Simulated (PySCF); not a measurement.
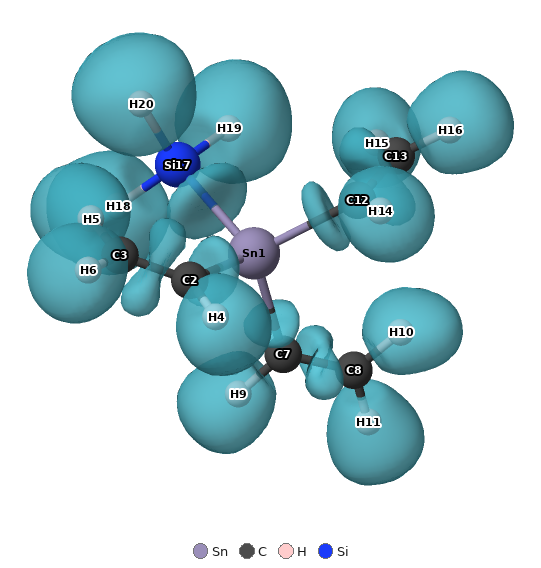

The picture shows: C6H12SiSn (SMILES C=[CH][Sn]([SiH3])([CH]=C)[CH]=C). Isosurface of the ELF at 0.8 (cyan), seen at a tilt. Core shells and regions of very low density are left out.

Geometry: PBE0-D3(BJ)/def2-SVP; core potentials replace the inner electrons of Sn.

Level of theory: B3LYP/def2-SVPD, SCF density, gas phase, scalar-relativistic core potentials on the heavy atoms (PySCF).

```yaml
atoms:
  - { symbol: Sn, position_ang: [0.0433, -0.0175, 0.2425] }
  - { symbol: C, position_ang: [-0.3446, 0.0425, 2.3487] }
  - { symbol: C, position_ang: [-1.0542, -0.8899, 2.9909] }
  - { symbol: H, position_ang: [0.0663, 0.8800, 2.9277] }
  - { symbol: H, position_ang: [-1.4957, -1.7525, 2.4771] }
  - { symbol: H, position_ang: [-1.2349, -0.8390, 4.0718] }
  - { symbol: C, position_ang: [2.1582, -0.0789, -0.1064] }
  - { symbol: C, position_ang: [2.7731, 0.7746, -0.9296] }
  - { symbol: H, position_ang: [2.7484, -0.8482, 0.4075] }
  - { symbol: H, position_ang: [2.2251, 1.5576, -1.4672] }
  - { symbol: H, position_ang: [3.8551, 0.7302, -1.1077] }
  - { symbol: C, position_ang: [-0.6791, 1.7656, -0.7032] }
  - { symbol: C, position_ang: [-0.9832, 1.8270, -2.0031] }
  - { symbol: H, position_ang: [-0.7876, 2.6722, -0.0940] }
  - { symbol: H, position_ang: [-0.9039, 0.9575, -2.6667] }
  - { symbol: H, position_ang: [-1.3350, 2.7537, -2.4737] }
  - { symbol: Si, position_ang: [-1.1170, -2.0674, -0.7872] }
  - { symbol: H, position_ang: [-0.3699, -3.3283, -0.4865] }
  - { symbol: H, position_ang: [-1.1889, -1.9114, -2.2739] }
  - { symbol: H, position_ang: [-2.5129, -2.2139, -0.2678] }
```

Identify the bonds, lone pairs and shells in this picture.

The ELF exceeds this value in three regions between bonded C–C atoms (shared pairs), one region between bonded Si–Sn atoms (shared pairs), twelve regions around hydrogen nuclei and three lobes of the valence shell of C pointing towards Sn (polar bonds). Profiles from the grid: C–C (1.34 Å): the ELF peaks at about 0.90 between the atoms: a short, multiple covalent bond. C–Sn (2.14 Å): the ELF peaks at about 0.95 in the valence shell of C, 0.7 Å from its nucleus, and drops to about 0.15 between the two atoms.
